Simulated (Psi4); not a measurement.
**Si2H4ClF (SMILES F[SiH]([SiH3])Cl): TPSS/def2-SVP**

What is the vertical ionisation energy of Si2H4ClF at TPSS/def2-SVP? 

The calculation is run with Psi4 1.11.

4 further runs of the same task are left out: 4 set aside as unsound or not needed. Runs told in other sessions of the task aren't counted.

## (1) Starting point

Si2H4ClF has 8 atoms, charge 0, and is taken as a singlet. As SMILES, `F[SiH]([SiH3])Cl`. The shape is that of a PBE0-D4/def2-TZVP optimisation.

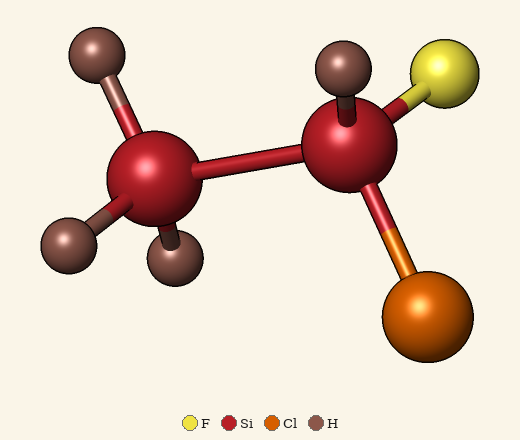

Viewed from a chosen angle; fluorine yellow, silicon red, chlorine orange, hydrogen brown.

## (2) A single-point energy at TPSS/def2-SVP

File clfh4si2.dat:

```
memory 1600 mb

molecule {
  0 1
  F     -1.329000     1.796800     0.161200
  Si    -0.382900     0.812800    -0.667700
  Si     0.539000    -0.793000     0.761300
  Cl    -1.534100    -0.130100    -2.075900
  H      0.596600     1.655400    -1.392300
  H      1.355700    -0.131100     1.812300
  H      1.403500    -1.693800    -0.044400
  H     -0.556600    -1.574100     1.389600
  symmetry c1
}

set basis def2-SVP
set puream true
set scf_type pk
set dft_radial_points 99
set dft_spherical_points 590
set d_convergence 1e-05
set e_convergence 1e-05

energy('tpss')
print_variables()
```

The run is started by

```sh
$ psi4 -n 1 clfh4si2.dat clfh4si2.out
```

clfh4si2.out:

```text
[...]
  Running in c1 symmetry.
[...]
  Nuclear repulsion =  276.204993495700592
[...]
  Multiplicity = 1
[...]
  Nalpha       = 29
  Nbeta        = 29
[...]
    Number of basis functions: 88
[...]
   @RKS iter   1: -1141.12246983141586   -2.65840e-01   4.76017e-03 ADIIS/DIIS
[...]
   @RKS iter   7: -1141.20194375140909   -1.48295e-06   3.59447e-06 DIIS
[...]
    Orbital Energies [Eh]
    ---------------------
    Doubly Occupied:
       1A   -100.972485     2A    -65.741020     3A    -65.676006
       4A    -24.420285     5A     -9.248022     6A     -7.032146
       7A     -7.025744     8A     -7.025178     9A     -5.181788
      10A     -5.126242    11A     -3.563132    12A     -3.560724
      13A     -3.557286    14A     -3.504520    15A     -3.504089
      16A     -3.504012    17A     -1.100098    18A     -0.776394
      19A     -0.535125    20A     -0.487085    21A     -0.416887
      22A     -0.407409    23A     -0.395034    24A     -0.346128
      25A     -0.338436    26A     -0.332969    27A     -0.316721
      28A     -0.302242    29A     -0.267178
[...]
  @RKS Final Energy: -1141.20194375140909
   => Energetics <=
    Nuclear Repulsion Energy =            276.2049934957005917
    One-Electron Energy =               -2129.5027089509048892
    Two-Electron Energy =                 794.2810113880743756
    DFT Exchange-Correlation Energy =     -82.1852396842792814
    Empirical Dispersion Energy =           0.0000000000000000
    VV10 Nonlocal Energy =                  0.0000000000000000
    Total Energy =                      -1141.2019437514090896
[...]
 Multipole Moments:
 ------------------------------------------------------------------------------------
     Multipole            Electronic (a.u.)      Nuclear  (a.u.)        Total (a.u.)
 ------------------------------------------------------------------------------------
 L = 1.  Multiply by 2.5417464519 to convert [e a0] to [Debye]
 Dipole X            :         -5.9833210            6.5030866            0.5197656
 Dipole Y            :          3.5389066           -3.6919599           -0.1530534
 Dipole Z            :         -4.3387262            4.5109509            0.1722246
 Magnitude           :                                                    0.5685446
[...]
```

It took 16 s on 1 thread of Intel Xeon 6975P-C (Granite Rapids), shared host; peak memory 1 GiB.

## (3) The doublet cation

File clfh4si2.in:

```
memory 1600 MB

molecule m {
  1 2
  F     -1.329000     1.796800     0.161200
  Si    -0.382900     0.812800    -0.667700
  Si     0.539000    -0.793000     0.761300
  Cl    -1.534100    -0.130100    -2.075900
  H      0.596600     1.655400    -1.392300
  H      1.355700    -0.131100     1.812300
  H      1.403500    -1.693800    -0.044400
  H     -0.556600    -1.574100     1.389600
  units angstrom
  symmetry c1
}

set {
  basis                def2-SVP
  reference            uks
  puream               true
  scf_type             pk
  dft_radial_points    99
  dft_spherical_points 590
  d_convergence        1e-05
  e_convergence        1e-05
  maxiter              100
}

energy_value = energy("tpss")
```

The run is started by

```sh
$ psi4 -n 1 clfh4si2.in clfh4si2.out
```

clfh4si2.out:

```text
[...]
  Running in c1 symmetry.
[...]
  Nuclear repulsion =  276.204993495700592
[...]
  Multiplicity = 2
[...]
  Nalpha       = 29
  Nbeta        = 28
[...]
    Number of basis functions: 88
[...]
   @UKS iter   1: -1140.70963898790751    1.46991e-01   4.79343e-03 ADIIS/DIIS
[...]
   @UKS iter   9: -1140.82777172641727   -3.66721e-06   7.30426e-06 DIIS
[...]
   @S^2 Observed:                7.533077838E-01
[...]
    Orbital Energies [Eh]
    ---------------------
    Alpha Occupied:
       1A   -101.222065     2A    -65.983542     3A    -65.904646
       4A    -24.642248     5A     -9.495973     6A     -7.280317
       7A     -7.276845     8A     -7.271426     9A     -5.424848
      10A     -5.354833    11A     -3.804963    12A     -3.804398
      13A     -3.801369    14A     -3.738062    15A     -3.730426
      16A     -3.730348    17A     -1.317660    18A     -1.016096
      19A     -0.769662    20A     -0.703879    21A     -0.640218
      22A     -0.628089    23A     -0.614268    24A     -0.571021
      25A     -0.555093    26A     -0.539617    27A     -0.538433
      28A     -0.525871    29A     -0.514313
    Alpha Virtual:
[...]
  @UKS Final Energy: -1140.82777172641727
   => Energetics <=
    Nuclear Repulsion Energy =            276.2049934957005917
    One-Electron Energy =               -2116.1776902015490123
    Two-Electron Energy =                 780.9700905075784476
    DFT Exchange-Correlation Energy =     -81.8251655281474228
    Empirical Dispersion Energy =           0.0000000000000000
    VV10 Nonlocal Energy =                  0.0000000000000000
    Total Energy =                      -1140.8277717264172679
  UHF NO Occupations:
  HONO-2 :   27  A 1.9994804
  HONO-1 :   28  A 1.9991474
[...]
 Multipole Moments:
 ------------------------------------------------------------------------------------
     Multipole            Electronic (a.u.)      Nuclear  (a.u.)        Total (a.u.)
 ------------------------------------------------------------------------------------
 L = 1.  Multiply by 2.5417464519 to convert [e a0] to [Debye]
 Dipole X            :         -5.2032460            6.5030866            1.2998407
 Dipole Y            :          3.1636565           -3.6919599           -0.5283035
 Dipole Z            :         -4.1062936            4.5109509            0.4046573
 Magnitude           :                                                    1.4602869
[...]
```

Wall time 28 s (1 thread of Intel Xeon 6975P-C (Granite Rapids), shared host); peak memory 1 GiB.

## (4) Outcome

Level: TPSS/def2-SVP.

| quantity | value |
| --- | --- |
| singlet Si2H4ClF: total energy | -1141.20194 Eh |
| singlet Si2H4ClF: dipole moment | 1.45 D |
| singlet Si2H4ClF: HOMO energy | -7.27 eV |
| singlet Si2H4ClF: LUMO energy | -0.96 eV |
| singlet Si2H4ClF: HOMO–LUMO gap | 6.31 eV |
| doublet cation: total energy | -1140.82777 Eh |
| doublet cation: HOMO energy (highest over α and β) | -14.00 eV |
| doublet cation: LUMO energy (lowest over α and β) | -13.06 eV |
| doublet cation: ⟨S²⟩ | 0.753 |
| vertical ionisation energy (to the doublet cation) | 10.182 eV |

**Reading.** Removing an electron at fixed nuclei costs 10.18 eV (982 kJ/mol). The negative HOMO energy of the first species, 7.27 eV, lies 2.91 eV below that difference.
